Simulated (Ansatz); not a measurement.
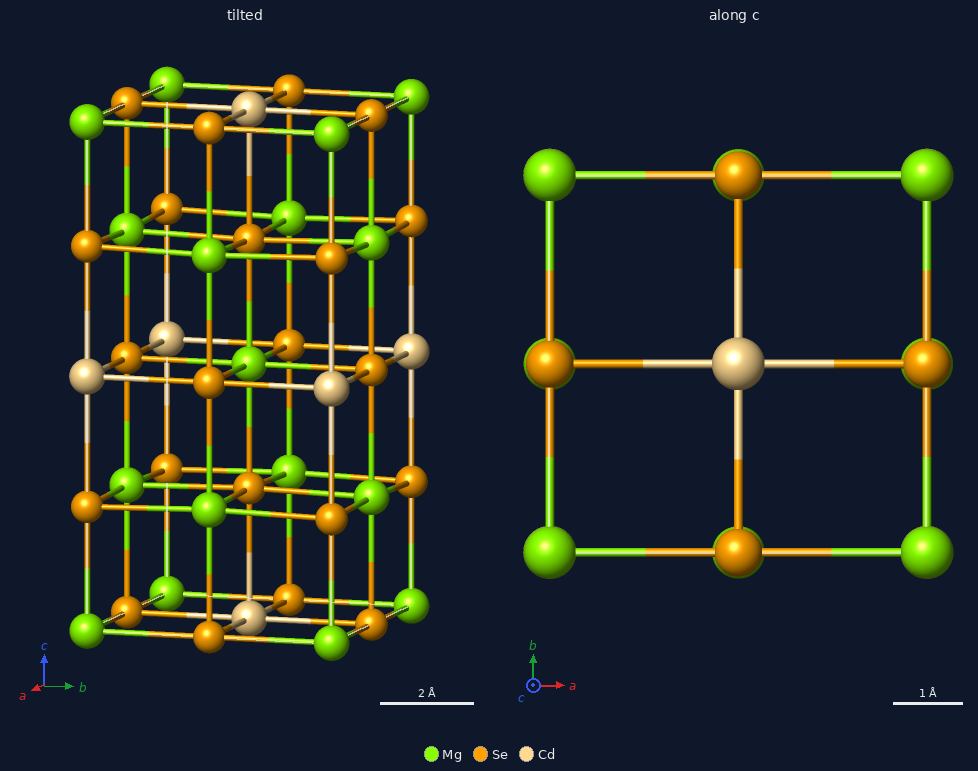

Drawn in the ball-and-stick manner and seen slightly off an axis and along the c axis. The edges of the conventional unit cell are marked.

Mg3CdSe4, space group I4/mmm (No. 139), a = 5.536 Å, b = 5.536 Å, c = 11.091 Å, α = 90.00°, β = 90.00°, γ = 90.00°. The cell started as a structure type filled with these elements by a generator (whether the compound takes this form wasn't checked). Earlier steps of the study, as a rule a relaxation of our own, may have changed the cell and positions, so they can lie some per cent off the listed ones. It went into a calculation with Ansatz.

This one geometry was computed with Ansatz (DFT, plane waves, PAW) at five levels of theory: PBE, HSE06, r2SCAN, PBE with spin-orbit coupling and PBE0. It was relaxed beforehand with r2SCAN.

**Which level gives the highest pressure at this volume, and what does that say about its equilibrium volume?**

Highest: PBE (1.3 GPa) and PBE with spin-orbit coupling (1.3 GPa), which points to the largest equilibrium volume. Lowest, with the smallest volume: HSE06 (-0.2 GPa), r2SCAN (0.0 GPa) and PBE0 (-0.2 GPa). Levels within 0.5 GPa of each other can't be told apart.

**How does the band gap change with the level of theory?**

PBE with spin-orbit coupling: a gap of 0.28 eV, indirect; PBE: a gap of 0.29 eV, indirect; r2SCAN: a gap of 0.80 eV, indirect; HSE06: a gap of 1.10 eV, indirect; PBE0: a gap of 1.75 eV, indirect.

**Collect the results in a table.**

| level | cutoff (eV) | k-mesh of the run's cell | gap (eV) | pressure (GPa) |
| --- | --- | --- | --- | --- |
| PBE | 420 | 6×6×6 | 0.29 | 1.3 |
| HSE06 | 420 | 4×4×4 | 1.10 | -0.2 |
| r2SCAN | 500 | 6×6×6 | 0.80 | 0.0 |
| PBE with spin-orbit coupling | 420 | 6×6×6 | 0.28 | 1.3 |
| PBE0 | 420 | 4×4×4 | 1.75 | -0.2 |

Gaps are taken on the k-mesh or band path of each run.
